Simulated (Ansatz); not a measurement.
# Calculations on C2H10OSi3

### Relaxation

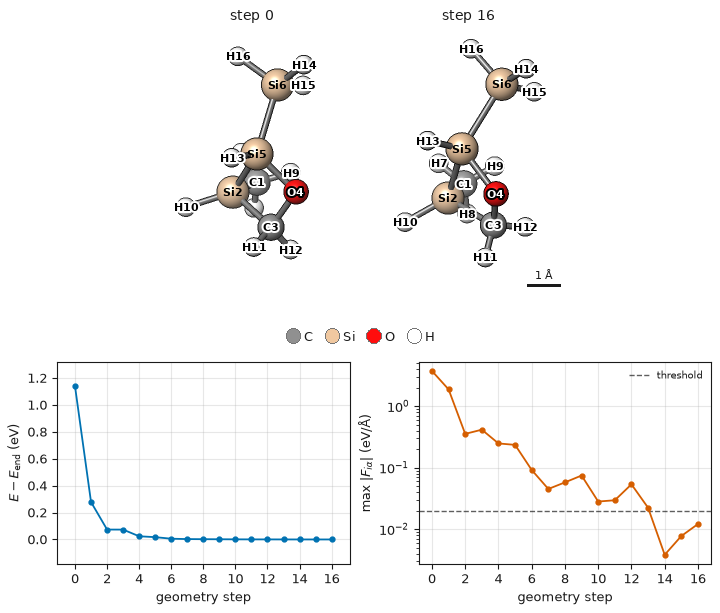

First and last geometry of a relaxation of C₂H₁₀OSi₃, with the history of the run. The picture is a ball-and-stick view, seen from a free direction.

The run prepares an end point of a later path (hydrogen shift) calculation, from a guessed geometry.

Method: Ansatz, RKS r2SCAN-D4/6-31G. Settings: no spin polarisation; force threshold 0.02 eV/Å; at most 50 steps.

Read the history and describe the run.

Answer. It converged. The largest move after the best rigid fit is that of H12, 0.91 Å. By element the largest moves are H 0.91 Å, O 0.73 Å, C 0.38 Å, Si 0.37 Å. Some distances before and after: Si2–Si5 2.202 → 2.377 Å, C1–Si2 1.779 → 1.912 Å, O4–Si5 1.667 → 1.797 Å, Si5–Si6 2.272 → 2.365 Å. Among the angles between lasting bonds that change: C1–Si2–C3 109.0° → 117.0°, C3–O4–Si5 98.1° → 104.9°, H7–C1–H9 101.9° → 108.4°. After 16 geometry steps the energy has fallen by 1.139 eV. Largest force component: 3.7 eV/Å at the start, 0.012 eV/Å at the end.

```json
{"step": "0", "E − E(0), eV": "0.0000", "largest force component, eV/Å": "3.7482"}
{"step": "1", "E − E(0), eV": "-0.8608", "largest force component, eV/Å": "1.8800"}
{"step": "2", "E − E(0), eV": "-1.0651", "largest force component, eV/Å": "0.3551"}
{"step": "3", "E − E(0), eV": "-1.0654", "largest force component, eV/Å": "0.4154"}
{"step": "4", "E − E(0), eV": "-1.1150", "largest force component, eV/Å": "0.2482"}
{"step": "5", "E − E(0), eV": "-1.1215", "largest force component, eV/Å": "0.2352"}
{"step": "6", "E − E(0), eV": "-1.1331", "largest force component, eV/Å": "0.0919"}
{"step": "7", "E − E(0), eV": "-1.1358", "largest force component, eV/Å": "0.0451"}
{"step": "8", "E − E(0), eV": "-1.1366", "largest force component, eV/Å": "0.0578"}
{"step": "9", "E − E(0), eV": "-1.1372", "largest force component, eV/Å": "0.0747"}
{"step": "10", "E − E(0), eV": "-1.1378", "largest force component, eV/Å": "0.0282"}
{"step": "11", "E − E(0), eV": "-1.1381", "largest force component, eV/Å": "0.0296"}
{"step": "12", "E − E(0), eV": "-1.1382", "largest force component, eV/Å": "0.0537"}
{"step": "13", "E − E(0), eV": "-1.1385", "largest force component, eV/Å": "0.0223"}
{"step": "14", "E − E(0), eV": "-1.1386", "largest force component, eV/Å": "0.0038"}
{"step": "15", "E − E(0), eV": "-1.1386", "largest force component, eV/Å": "0.0077"}
{"step": "16", "E − E(0), eV": "-1.1387", "largest force component, eV/Å": "0.0121"}
```

Limits of the set-up: the basis has no polarisation functions, which atoms past neon need.

### Relaxation

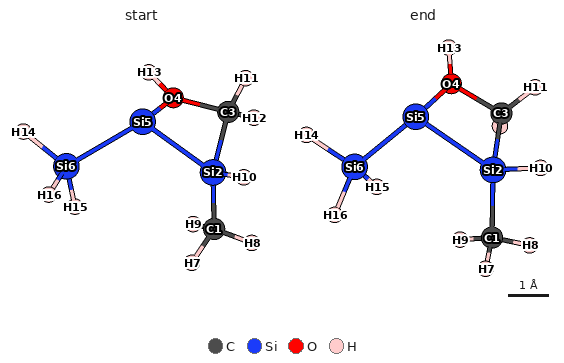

The structure of C₂H₁₀OSi₃ before (left) and after (right) a relaxation, at one scale.

A ball-and-stick model, seen face on.

The run prepares an end point of a later path (hydrogen shift) calculation, from a guessed geometry.

The calculation used RKS r2SCAN-D4/6-31G (Ansatz). Settings: no spin polarisation; force threshold 0.02 eV/Å; at most 50 steps.

> What changed between the two?

The energy falls by 74.6 kcal/mol in 23 accepted moves (24 points after the start). Largest force component: 7.5 eV/Å at the start, 0.02 eV/Å at the end. The line search rejected the trial step at point 23 of the run. The forces were under the threshold at step 19, but the run went on from there. The largest move after the best rigid fit is that of H12, 1.03 Å. By element the largest moves are H 1.03 Å, Si 0.84 Å, O 0.60 Å, C 0.37 Å. Some distances before and after: C3–Si5 2.385 → 2.934 Å, O4–Si5 1.667 → 2.076 Å, Si2–Si5 2.202 → 2.461 Å, Si5–Si6 2.272 → 2.443 Å. Bond angles that change, for instance: C3–O4–H13 148.9° → 117.6°, O4–Si5–Si6 116.4° → 91.5°, Si5–O4–H13 106.3° → 127.9°.

Limits of the set-up: the basis has no polarisation functions, which atoms past neon need.

### Path

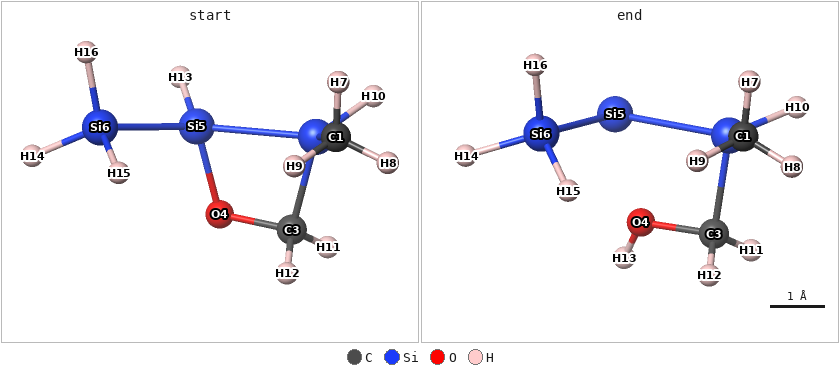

The two relaxed end points of a path for C$_{2}$H$_{10}$OSi$_{3}$. The picture is a ball-and-stick view, seen from a free direction.

Computed with RKS r2SCAN-D4/6-31G (Ansatz).

Settings: 9 movable images; climbing image; force threshold 0.05 eV/Å; iteration limit 19.

Start:
```xyz
16

C    -1.9679   -1.1091    0.6731
Si   -0.1122   -0.9241    1.0963
C     1.1791   -1.6485   -0.2030
O     1.9983   -0.4396   -0.5248
Si    1.1568    0.9201    0.2958
Si    0.1655    2.4412   -1.2191
H    -2.5801   -0.5062    1.3538
H    -2.2819   -2.1557    0.7685
H    -2.1637   -0.7789   -0.3528
H     0.1488   -1.3678    2.5156
H     1.8467   -2.4262    0.1843
H     0.7020   -2.0196   -1.1201
H     2.1072    1.6487    1.2177
H     1.1794    3.0957   -2.1162
H    -0.8457    1.7296   -2.0770
H    -0.5549    3.5175   -0.4480
```

End:
```xyz
16

C    -1.9093   -0.8790    0.4737
Si   -0.1610   -0.6068    1.2142
C     1.2144   -1.3904    0.0399
O     1.9980   -0.1355   -0.2263
Si    1.2424    1.3976    0.9527
Si   -0.0559    2.2838   -0.9176
H    -2.6674   -0.4042    1.1075
H    -2.1430   -1.9494    0.4083
H    -1.9762   -0.4377   -0.5264
H    -0.0938   -1.3366    2.5392
H     1.8689   -2.1208    0.5292
H     0.8517   -1.7738   -0.9198
H     2.9039   -0.2339   -0.5739
H     0.7602    3.2256   -1.7745
H    -0.6219    1.2508   -1.8738
H    -1.2339    3.0876   -0.4081
```

What barrier does the band find between them, and by what path?

Answer. The energy climbs by 220.4 kJ/mol to image 6 and then falls by 127.4 kJ/mol, so the end point sits at +93.0 kJ/mol. A hydrogen atom shifts from one atom to another. Breaking: Si5–H13 (1.51 → 1.63 at the top → 2.78 Å). Forming: O4–H13 (2.72 → 1.40 at the top → 0.98 Å). The band is converged.

Energies of the converged images:

| image | path (Å) | E (kJ/mol) |
| --- | --- | --- |
| 0 | 0.00 | 0.0 |
| 1 | 0.58 | 0.3 |
| 2 | 1.15 | 1.6 |
| 3 | 1.73 | 4.7 |
| 4 | 2.30 | 20.2 |
| 5 | 2.88 | 115.9 |
| 6 | 3.46 | 220.4 |
| 7 | 4.15 | 129.9 |
| 8 | 4.85 | 96.0 |
| 9 | 5.55 | 93.4 |
| 10 | 6.25 | 93.0 |

The geometry at the top of the path:

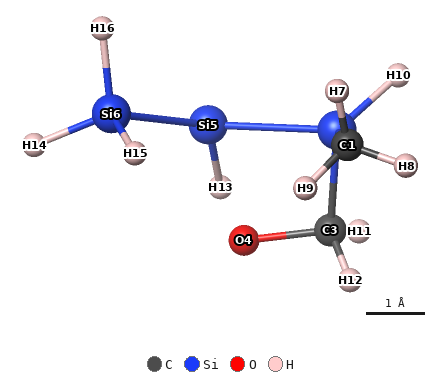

Limits of the set-up: the basis has no polarisation functions, which atoms past neon need.

Cost: 18 min on 2 threads of Arm Neoverse N1, on a shared host, peak memory 0.19 GiB.
